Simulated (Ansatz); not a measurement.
# CH₇B₂ClSi: geometry optimisation

The task: find the minimum of CH₇B₂ClSi nearest to the start.

Method: RKS B3LYP-D4/def2-SVP; program: Ansatz 0.2.0.

1 further run of the same task is left out (set aside as unsound or not needed).

## (1) The system as given

SMILES `CBB([SiH3])Cl`, 12 atoms, charge 0, spin multiplicity 1.

Atoms are counted from 1 here; the program's logs count them from 0.

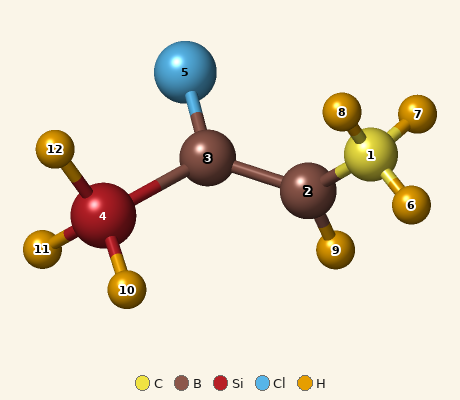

Start geometry, drawn with carbon yellow, boron brown, silicon red, chlorine blue, hydrogen amber; atoms are numbered from 1 in the order of the file.

Coordinates:

```mol
CH7B2ClSi
  3D, bonds by distance, orders not assigned

 12 11  0  0  0  0  0  0  0  0999 V2000
   -1.3956    1.0518   -1.1976 C   0  0
   -1.1231    0.0450   -0.0258 B   0  0
    0.2008    0.0224    0.9819 B   0  0
    1.8413   -1.1153    0.5667 Si  0  0
    0.2534    0.9615    2.4856 Cl  0  0
   -1.8793    0.5848   -2.0803 H   0  0
   -2.1727    1.7365   -0.7741 H   0  0
   -0.5455    1.6847   -1.5173 H   0  0
   -1.9708   -0.8226    0.1724 H   0  0
    1.7111   -1.9203   -0.7018 H   0  0
    2.1138   -2.0714    1.7027 H   0  0
    3.0435   -0.2124    0.4212 H   0  0
  1  2  8  0
  1  6  8  0
  1  7  8  0
  1  8  8  0
  2  3  8  0
  2  9  8  0
  3  4  8  0
  3  5  8  0
  4 10  8  0
  4 11  8  0
  4 12  8  0
M  END
```

## (2) Relaxation

Contents of input.yaml:

```yaml
crystal:
  periodic: [false, false, false]
  atoms:
    - { symbol: C, position_ang: [-1.395629, 1.051831, -1.197588] }
    - { symbol: B, position_ang: [-1.123149, 0.045049, -0.025752] }
    - { symbol: B, position_ang: [0.200802, 0.022447, 0.981909] }
    - { symbol: Si, position_ang: [1.84133, -1.115333, 0.566659] }
    - { symbol: Cl, position_ang: [0.253439, 0.961508, 2.485587] }
    - { symbol: H, position_ang: [-1.879336, 0.584823, -2.080285] }
    - { symbol: H, position_ang: [-2.172653, 1.736466, -0.774118] }
    - { symbol: H, position_ang: [-0.545538, 1.684686, -1.517304] }
    - { symbol: H, position_ang: [-1.970799, -0.82261, 0.172431] }
    - { symbol: H, position_ang: [1.711116, -1.920296, -0.701771] }
    - { symbol: H, position_ang: [2.113803, -2.071383, 1.702748] }
    - { symbol: H, position_ang: [3.043516, -0.21239, 0.421182] }
basis:
  gaussian: { orbitals: def2-SVP }
hamiltonian:
  xc: { name: B3LYP }
  dispersion: d4
output:
  forces: true
relax:
  f_tol: 0.003
  max_steps: 120
```

Run with:

```console
> ansatz run input.yaml --threads 1 --pin off --max-ram 2560MiB --backend cpu --events-out ev --progress --plain --runs-dir out
```

Log:

```text
Warning: RAYON_NUM_THREADS=1 ignored (pool sized by the plan → 1); use --threads N
The last accepted step is kept in <dir> (removed where the run ends without a failure and the disk answers)
Engine: ansatz 0.2.0, aarch64-unknown-linux-gnu
Functional definition: B3LYP
  parameter a0 = 0.2
  parameter ax = 0.72
  parameter ac = 0.81
  exchange = (1 - a0 - ax)*slater_x + ax*b88_x + a0*exact_x
  correlation = (1 - ac)*vwn_rpa_c + ac*lyp_c
1226 factors; integrals over basis functions are off by at most 3.2e-4 eV
mean field evaluation 1: about -22891.6939 eV, gradient 4.4e1 eV
mean field evaluation 2: about -22889.2051 eV, gradient 5.2e1 eV
mean field evaluation 4: about -22896.9816 eV, gradient 1.0e0 eV
mean field evaluation 8: about -22897.0112 eV, gradient 2.6e-2 eV
mean field -22897.01118556 eV, -841.4496409177 hartree, gradient 8.6e-5 eV, S^2 0.000000; 0 other end points of the search recorded, 0 dependent functions left out
the calculation of the forces begins
reference -22897.01147935 eV, -841.4496517143 hartree; 27, 27 occupied and 86, 86 virtual orbitals, 1226 factors
relax step   1: F+E_penalty+E_count = -22897.42902805 eV  Δ(F+E_penalty+E_count) = +0.000e0 eV  max|allowed force component| = 2.317e-1 eV/Å  Δτ_max = 0.0000 Å  (25 SCF iters, accepted)
these checks for a lower state are left out or cut short: starts, cluster_reference, orbital_swaps, neighbouring_geometries, increment
1226 factors; integrals over basis functions are off by at most 3.2e-4 eV
mean field evaluation 16: about -22896.9894 eV, gradient 1.2e0 eV
mean field -22897.02015656 eV, -841.4499705959 hartree, gradient 2.7e-5 eV, S^2 0.000000; 0 other end points of the search recorded, 0 dependent functions left out
the calculation of the forces begins
reference -22897.02044999 eV, -841.4499813791 hartree; 27, 27 occupied and 86, 86 virtual orbitals, 1226 factors
relax step   2: F+E_penalty+E_count = -22897.43877771 eV  Δ(F+E_penalty+E_count) = -9.750e-3 eV  max|allowed force component| = 9.016e-2 eV/Å  Δτ_max = 0.0241 Å  (30 SCF iters, accepted)
these checks for a lower state are left out or cut short: starts, cluster_reference, orbital_swaps, neighbouring_geometries, increment
1226 factors; integrals over basis functions are off by at most 3.2e-4 eV
mean field -22897.02053937 eV, -841.4499846637 hartree, gradient 2.6e-5 eV, S^2 0.000000; 0 other end points of the search recorded, 0 dependent functions left out
the calculation of the forces begins
reference -22897.02083268 eV, -841.4499954430 hartree; 27, 27 occupied and 86, 86 virtual orbitals, 1226 factors
relax step   3: F+E_penalty+E_count = -22897.43940140 eV  Δ(F+E_penalty+E_count) = -6.237e-4 eV  max|allowed force component| = 9.379e-2 eV/Å  Δτ_max = 0.0205 Å  (30 SCF iters, accepted)
these checks for a lower state are left out or cut short: starts, cluster_reference, orbital_swaps, neighbouring_geometries, increment
1226 factors; integrals over basis functions are off by at most 3.1e-4 eV
mean field evaluation 32: about -22897.0211 eV, gradient 1.3e-1 eV
mean field -22897.02120706 eV, -841.4500092009 hartree, gradient 2.7e-5 eV, S^2 0.000000; 0 other end points of the search recorded, 0 dependent functions left out
the calculation of the forces begins
reference -22897.02150046 eV, -841.4500199833 hartree; 27, 27 occupied and 86, 86 virtual orbitals, 1226 factors
relax step   4: F+E_penalty+E_count = -22897.44022638 eV  Δ(F+E_penalty+E_count) = -8.250e-4 eV  max|allowed force component| = 1.999e-2 eV/Å  Δτ_max = 0.0228 Å  (30 SCF iters, accepted)
these checks for a lower state are left out or cut short: starts, cluster_reference, orbital_swaps, neighbouring_geometries, increment
1226 factors; integrals over basis functions are off by at most 3.1e-4 eV
mean field -22897.02130052 eV, -841.4500126356 hartree, gradient 1.1e-5 eV, S^2 0.000000; 0 other end points of the search recorded, 0 dependent functions left out
the calculation of the forces begins
reference -22897.02159390 eV, -841.4500234173 hartree; 27, 27 occupied and 86, 86 virtual orbitals, 1226 factors
relax step   5: F+E_penalty+E_count = -22897.44037351 eV  Δ(F+E_penalty+E_count) = -1.471e-4 eV  max|allowed force component| = 2.180e-2 eV/Å  Δτ_max = 0.0162 Å  (25 SCF iters, accepted)
these checks for a lower state are left out or cut short: starts, cluster_reference, orbital_swaps, neighbouring_geometries, increment
1226 factors; integrals over basis functions are off by at most 3.1e-4 eV
mean field -22897.02153249 eV, -841.4500211605 hartree, gradient 2.5e-5 eV, S^2 0.000000; 0 other end points of the search recorded, 0 dependent functions left out
the calculation of the forces begins
reference -22897.02182603 eV, -841.4500319478 hartree; 27, 27 occupied and 86, 86 virtual orbitals, 1226 factors
relax step   6: F+E_penalty+E_count = -22897.44059367 eV  Δ(F+E_penalty+E_count) = -2.202e-4 eV  max|allowed force component| = 1.737e-2 eV/Å  Δτ_max = 0.0103 Å  (24 SCF iters, accepted)
these checks for a lower state are left out or cut short: starts, cluster_reference, orbital_swaps, neighbouring_geometries, increment
1226 factors; integrals over basis functions are off by at most 3.1e-4 eV
mean field -22897.02167908 eV, -841.4500265476 hartree, gradient 1.4e-5 eV, S^2 0.000000; 0 other end points of the search recorded, 0 dependent functions left out
the calculation of the forces begins
reference -22897.02197289 eV, -841.4500373447 hartree; 27, 27 occupied and 86, 86 virtual orbitals, 1226 factors
relax step   7: F+E_penalty+E_count = -22897.44075849 eV  Δ(F+E_penalty+E_count) = -1.648e-4 eV  max|allowed force component| = 8.080e-3 eV/Å  Δτ_max = 0.0140 Å  (25 SCF iters, accepted)
these checks for a lower state are left out or cut short: starts, cluster_reference, orbital_swaps, neighbouring_geometries, increment
1226 factors; integrals over basis functions are off by at most 3.1e-4 eV
mean field -22897.02172849 eV, -841.4500283633 hartree, gradient 1.9e-5 eV, S^2 0.000000; 0 other end points of the search recorded, 0 dependent functions left out
the calculation of the forces begins
reference -22897.02202240 eV, -841.4500391642 hartree; 27, 27 occupied and 86, 86 virtual orbitals, 1226 factors
relax step   8: F+E_penalty+E_count = -22897.44083335 eV  Δ(F+E_penalty+E_count) = -7.486e-5 eV  max|allowed force component| = 1.443e-2 eV/Å  Δτ_max = 0.0111 Å  (24 SCF iters, accepted)
these checks for a lower state are left out or cut short: starts, cluster_reference, orbital_swaps, neighbouring_geometries, increment
1226 factors; integrals over basis functions are off by at most 3.1e-4 eV
mean field evaluation 64: about -22897.0218 eV, gradient 1.1e-3 eV
mean field -22897.02183083 eV, -841.4500321242 hartree, gradient 1.2e-5 eV, S^2 0.000000; 0 other end points of the search recorded, 0 dependent functions left out
the calculation of the forces begins
reference -22897.02212485 eV, -841.4500429291 hartree; 27, 27 occupied and 86, 86 virtual orbitals, 1226 factors
relax step   9: F+E_penalty+E_count = -22897.44089132 eV  Δ(F+E_penalty+E_count) = -5.797e-5 eV  max|allowed force component| = 8.377e-3 eV/Å  Δτ_max = 0.0181 Å  (24 SCF iters, accepted)
these checks for a lower state are left out or cut short: starts, cluster_reference, orbital_swaps, neighbouring_geometries, increment
1226 factors; integrals over basis functions are off by at most 3.1e-4 eV
mean field -22897.02190835 eV, -841.4500349729 hartree, gradient 2.1e-5 eV, S^2 0.000000; 0 other end points of the search recorded, 0 dependent functions left out
the calculation of the forces begins
reference -22897.02220242 eV, -841.4500457799 hartree; 27, 27 occupied and 86, 86 virtual orbitals, 1226 factors
relax step  10: F+E_penalty+E_count = -22897.44089992 eV  Δ(F+E_penalty+E_count) = -8.594e-6 eV  max|allowed force component| = 8.134e-3 eV/Å  Δτ_max = 0.0114 Å  (23 SCF iters, accepted)
these checks for a lower state are left out or cut short: starts, cluster_reference, orbital_swaps, neighbouring_geometries, increment
1226 factors; integrals over basis functions are off by at most 3.1e-4 eV
mean field -22897.02199231 eV, -841.4500380586 hartree, gradient 1.7e-5 eV, S^2 0.000000; 0 other end points of the search recorded, 0 dependent functions left out
the calculation of the forces begins
reference -22897.02228637 eV, -841.4500488651 hartree; 27, 27 occupied and 86, 86 virtual orbitals, 1226 factors
relax step  11: F+E_penalty+E_count = -22897.44090918 eV  Δ(F+E_penalty+E_count) = -9.260e-6 eV  max|allowed force component| = 7.546e-3 eV/Å  Δτ_max = 0.0040 Å  (23 SCF iters, accepted)
these checks for a lower state are left out or cut short: starts, cluster_reference, orbital_swaps, neighbouring_geometries, increment
1226 factors; integrals over basis functions are off by at most 3.1e-4 eV
mean field -22897.02197266 eV, -841.4500373364 hartree, gradient 1.4e-5 eV, S^2 0.000000; 0 other end points of the search recorded, 0 dependent functions left out
the calculation of the forces begins
reference -22897.02226668 eV, -841.4500481414 hartree; 27, 27 occupied and 86, 86 virtual orbitals, 1226 factors
relax step  12: F+E_penalty+E_count = -22897.44091810 eV  Δ(F+E_penalty+E_count) = -8.922e-6 eV  max|allowed force component| = 1.195e-2 eV/Å  Δτ_max = 0.0054 Å  (23 SCF iters, accepted)
these checks for a lower state are left out or cut short: starts, cluster_reference, orbital_swaps, neighbouring_geometries, increment
1226 factors; integrals over basis functions are off by at most 3.1e-4 eV
mean field -22897.02191447 eV, -841.4500351977 hartree, gradient 8.5e-6 eV, S^2 0.000000; 0 other end points of the search recorded, 0 dependent functions left out
the calculation of the forces begins
reference -22897.02220842 eV, -841.4500460005 hartree; 27, 27 occupied and 86, 86 virtual orbitals, 1226 factors
relax step  13: F+E_penalty+E_count = -22897.44093315 eV  Δ(F+E_penalty+E_count) = -1.505e-5 eV  max|allowed force component| = 6.703e-3 eV/Å  Δτ_max = 0.0049 Å  (23 SCF iters, accepted)
these checks for a lower state are left out or cut short: starts, cluster_reference, orbital_swaps, neighbouring_geometries, increment
1226 factors; integrals over basis functions are off by at most 3.1e-4 eV
mean field evaluation 96: about -22897.0219 eV, gradient 9.7e-6 eV
mean field -22897.02189369 eV, -841.4500344341 hartree, gradient 9.7e-6 eV, S^2 0.000000; 0 other end points of the search recorded, 0 dependent functions left out
the calculation of the forces begins
reference -22897.02218761 eV, -841.4500452357 hartree; 27, 27 occupied and 86, 86 virtual orbitals, 1226 factors
relax step  14: F+E_penalty+E_count = -22897.44094104 eV  Δ(F+E_penalty+E_count) = -7.895e-6 eV  max|allowed force component| = 5.360e-3 eV/Å  Δτ_max = 0.0058 Å  (23 SCF iters, accepted)
these checks for a lower state are left out or cut short: starts, cluster_reference, orbital_swaps, neighbouring_geometries, increment
1226 factors; integrals over basis functions are off by at most 3.1e-4 eV
mean field -22897.02184467 eV, -841.4500326329 hartree, gradient 2.1e-5 eV, S^2 0.000000; 0 other end points of the search recorded, 0 dependent functions left out
the calculation of the forces begins
reference -22897.02213851 eV, -841.4500434313 hartree; 27, 27 occupied and 86, 86 virtual orbitals, 1226 factors
relax step  15: F+E_penalty+E_count = -22897.44094980 eV  Δ(F+E_penalty+E_count) = -8.763e-6 eV  max|allowed force component| = 3.106e-3 eV/Å  Δτ_max = 0.0136 Å  (23 SCF iters, accepted)
these checks for a lower state are left out or cut short: starts, cluster_reference, orbital_swaps, neighbouring_geometries, increment
1226 factors; integrals over basis functions are off by at most 3.1e-4 eV
mean field -22897.02183188 eV, -841.4500321627 hartree, gradient 6.0e-5 eV, S^2 0.000000; 0 other end points of the search recorded, 0 dependent functions left out
the calculation of the forces begins
reference -22897.02212569 eV, -841.4500429602 hartree; 27, 27 occupied and 86, 86 virtual orbitals, 1226 factors
relax step  16: F+E_penalty+E_count = -22897.44095191 eV  Δ(F+E_penalty+E_count) = -2.106e-6 eV  max|allowed force component| = 3.068e-3 eV/Å  Δτ_max = 0.0034 Å  (20 SCF iters, accepted)
these checks for a lower state are left out or cut short: starts, cluster_reference, orbital_swaps, neighbouring_geometries, increment
1226 factors; integrals over basis functions are off by at most 3.1e-4 eV
mean field -22897.02181960 eV, -841.4500317116 hartree, gradient 3.4e-5 eV, S^2 0.000000; 0 other end points of the search recorded, 0 dependent functions left out
the calculation of the forces begins
reference -22897.02211340 eV, -841.4500425084 hartree; 27, 27 occupied and 86, 86 virtual orbitals, 1226 factors
relax step  17: F+E_penalty+E_count = -22897.44095410 eV  Δ(F+E_penalty+E_count) = -2.190e-6 eV  max|allowed force component| = 1.447e-3 eV/Å  Δτ_max = 0.0023 Å  (20 SCF iters, accepted)
these checks for a lower state are left out or cut short: starts, cluster_reference, orbital_swaps, neighbouring_geometries, increment
1226 factors; integrals over basis functions are off by at most 3.1e-4 eV
mean field -22897.02180355 eV, -841.4500311216 hartree, gradient 4.1e-5 eV, S^2 0.000000; 0 other end points of the search recorded, 0 dependent functions left out
the calculation of the forces begins
reference -22897.02209732 eV, -841.4500419176 hartree; 27, 27 occupied and 86, 86 virtual orbitals, 1226 factors
relax step  18: F+E_penalty+E_count = -22897.44095543 eV  Δ(F+E_penalty+E_count) = -1.326e-6 eV  max|allowed force component| = 1.386e-3 eV/Å  Δτ_max = 0.0031 Å  (20 SCF iters, accepted)
1226 factors; integrals over basis functions are off by at most 3.1e-4 eV
mean field evaluation 128: about -22897.0218 eV, gradient 3.4e-4 eV
mean field -22897.02180355 eV, -841.4500311216 hartree, gradient 4.1e-5 eV, S^2 0.000000; 1 other end points of the search recorded, 0 dependent functions left out
the calculation of the forces begins
reference -22897.02209732 eV, -841.4500419176 hartree; 27, 27 occupied and 86, 86 virtual orbitals, 1226 factors
Total energy: -22897.44124920 eV, -841.4654454650 hartree
Atom 0 at    -1.396670     1.065740    -1.180148 Å, force     0.000964     0.001386     0.000306 eV/Å
Atom 1 at    -1.147737     0.015311    -0.043339 Å, force    -0.000738     0.000099    -0.000570 eV/Å
Atom 2 at     0.192648    -0.025996     0.946659 Å, force    -0.000372    -0.000481     0.001254 eV/Å
Atom 3 at     1.863615    -1.124912     0.571525 Å, force     0.000464     0.000234    -0.000566 eV/Å
Atom 4 at     0.203849     0.947841     2.431941 Å, force     0.000087    -0.000046    -0.000394 eV/Å
Atom 5 at    -1.897673     0.640432    -2.065258 Å, force    -0.000463    -0.000484    -0.000494 eV/Å
Atom 6 at    -2.133893     1.770301    -0.738755 Å, force    -0.000344    -0.000412    -0.000203 eV/Å
Atom 7 at    -0.527708     1.662949    -1.493644 Å, force    -0.000256    -0.000309     0.000189 eV/Å
Atom 8 at    -2.012656    -0.817913     0.148026 Å, force     0.000509     0.000417     0.000087 eV/Å
Atom 9 at     1.740741    -1.977194    -0.650524 Å, force    -0.000194    -0.000186     0.000019 eV/Å
Atom 10 at     2.170506    -2.013263     1.734413 Å, force     0.000217    -0.000395     0.000414 eV/Å
Atom 11 at     3.021881    -0.198498     0.372804 Å, force     0.000126     0.000176    -0.000041 eV/Å
Dipole moment:    -0.147273     0.095075    -0.175366 e Å
```

Run time: 99 s. Hardware: 1 thread of Arm Neoverse V2, shared host; peak memory 0.25 GiB.

Relaxation path:

| step | energy from step 1 (eV) | largest force component (eV/Å) |
| --- | --- | --- |
| 1 | 0.0000 | 0.2317 |
| 2 | -0.0098 | 0.0902 |
| 3 | -0.0104 | 0.0938 |
| 4 | -0.0112 | 0.0200 |
| 5 | -0.0113 | 0.0218 |
| 6 | -0.0116 | 0.0174 |
| 7 | -0.0117 | 0.0081 |
| 8 | -0.0118 | 0.0144 |
| 9 | -0.0119 | 0.0084 |
| 10 | -0.0119 | 0.0081 |
| 11 | -0.0119 | 0.0075 |
| 12 | -0.0119 | 0.0120 |
| 13 | -0.0119 | 0.0067 |
| 14 | -0.0119 | 0.0054 |
| 15 | -0.0119 | 0.0031 |
| 16 | -0.0119 | 0.0031 |
| 17 | -0.0119 | 0.0014 |
| 18 | -0.0119 | 0.0014 |

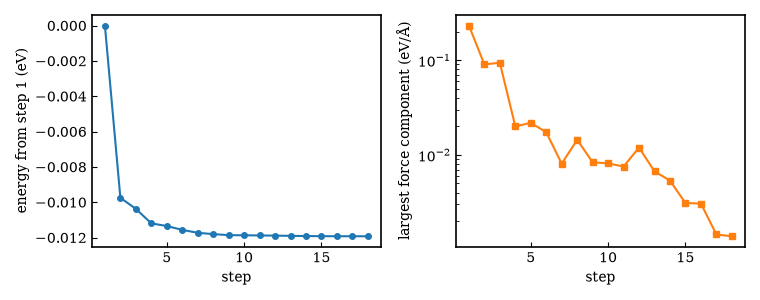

Energy and largest force along the relaxation.

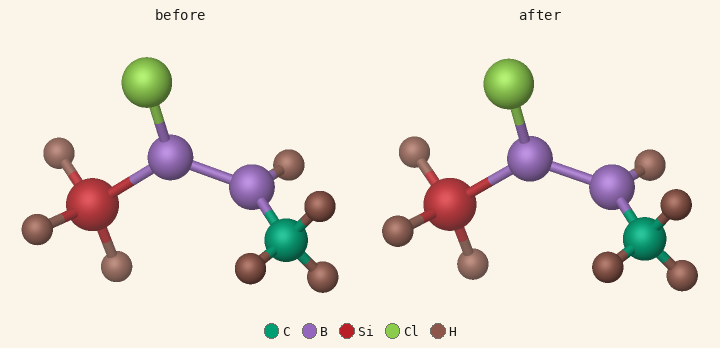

The geometry before (left) and after (right).

Close pairs (by a distance rule), those that changed most:

| bond | before (Å) | after (Å) | change (Å) |
| --- | --- | --- | --- |
| Si4–H11 | 1.510 | 1.495 | -0.014 |
| Si4–H12 | 1.511 | 1.496 | -0.014 |
| Si4–H10 | 1.508 | 1.495 | -0.013 |
| B2–H9 | 1.229 | 1.216 | -0.013 |
| C1–H7 | 1.119 | 1.111 | -0.008 |
| C1–H6 | 1.110 | 1.102 | -0.007 |
| C1–H8 | 1.107 | 1.100 | -0.007 |
| B3–Si4 | 2.039 | 2.035 | -0.004 |

## (3) Outcome

| quantity | value |
| --- | --- |
| energy gained | 0.0119 eV |
| root mean square move | 0.058 Å |
| dipole moment | 1.19 D |

In words: Bond lengths: C1–B2 1.568 Å, C1–H6 1.102 Å, C1–H7 1.111 Å, C1–H8 1.100 Å, B2–B3 1.667 Å, B2–H9 1.216 Å, B3–Si4 2.035 Å, B3–Cl5 1.776 Å, Si4–H10 1.495 Å, Si4–H11 1.495 Å, Si4–H12 1.496 Å. Angles: B2–C1–H6 113.3°, B2–C1–H7 104.0°, B2–C1–H8 116.4°, H6–C1–H7 105.2°, H6–C1–H8 109.9°, H7–C1–H8 107.0°, C1–B2–B3 125.1°, C1–B2–H9 117.4°, B3–B2–H9 117.5°, B2–B3–Si4 124.3°, B2–B3–Cl5 119.2°, Si4–B3–Cl5 116.4°, B3–Si4–H10 113.0°, B3–Si4–H11 110.2°, B3–Si4–H12 109.0°, H10–Si4–H11 108.3°, H10–Si4–H12 107.9°, H11–Si4–H12 108.2°. No frequencies were computed here.
